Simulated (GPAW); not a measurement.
# C K edge of C (Diamond, Fd-3m): cell size and cost

How large a supercell does the C K edge of C (Diamond, Fd-3m) need, and what does it cost? The absorber has 4 C at 1.54 Å (tetrahedral, site symmetry -43m).

The runs were made apart and are set side by side; the one with the holes farthest apart serves as the reference. All curves get a further Gaussian of 1.5 eV full width, so that line shapes and meshes matter less.

## Step 1: Cost and result by level

| run | hole distance (Å) | k mesh | core time | raw zero (eV) | zero less the added terms (eV) | r.m.s. from the reference after the best shift (%) |
| --- | --- | --- | --- | --- | --- | --- |
| GPAW PBE, 16 atoms | 5.0 | 6×6×6 | 4.7 min | 294.1 | 287.4 | 16 |
| GPAW PBE, 32 atoms | 6.2 | 5×5×5 | 10 min | 294.4 | 287.7 | - |

Times are from shared hosts. The zero: total-energy differences plus the lowest empty eigenvalue of the charged cell, less 6.7 eV, the free-atom term for the hole's spin; uncertain by a few eV.

```csv
E (eV),"GPAW PBE, 16 atoms","GPAW PBE, 32 atoms"
-2.0,0.00,0.00
-0.5,0.28,0.21
1.0,1.52,2.00
2.5,2.11,2.25
4.0,1.91,1.68
5.5,1.14,0.95
7.0,0.91,1.01
8.5,0.90,1.00
10.0,0.93,0.74
11.5,0.39,0.38
13.0,0.18,0.24
14.5,0.47,0.54
16.0,0.83,0.87
17.5,0.88,0.78
19.0,0.61,0.55
```

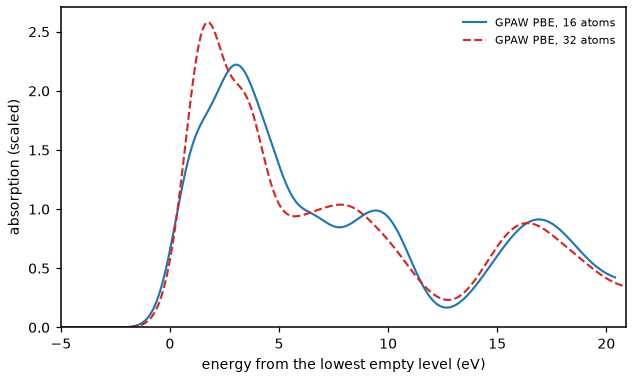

The spectra after the common broadening.

## Step 2: Reading

The smallest cell differs from the reference by 16 % r.m.s. after a shift of 0.4 eV at 0.47 of its cost, so it gives the main features but not their heights. Its highest intensity below 16 eV lies at 3.0 eV against 1.7 eV. Whether the reference itself is converged wasn't tested.

 Lifetime broadening is put in by hand, and intensities beyond about 20 eV depend on it. Meshes are coarse enough for small ripples in C (Diamond, Fd-3m) and C (Diamond, Fd-3m). All cells keep the holes under 6.5 Å apart, so shapes are probably not fully converged. The structures are entries of the Crystallography Open Database, used as given.

[Logs are printed without paths, hosts, clocks, repeated set-up lines and the standing remarks that a program may print on its own settings, such as how far it seeks lower states.]

[Hosts, paths, dates, database ids (printed as entryN), source tags and the programs' standing remarks are cut or masked in the printed files.]
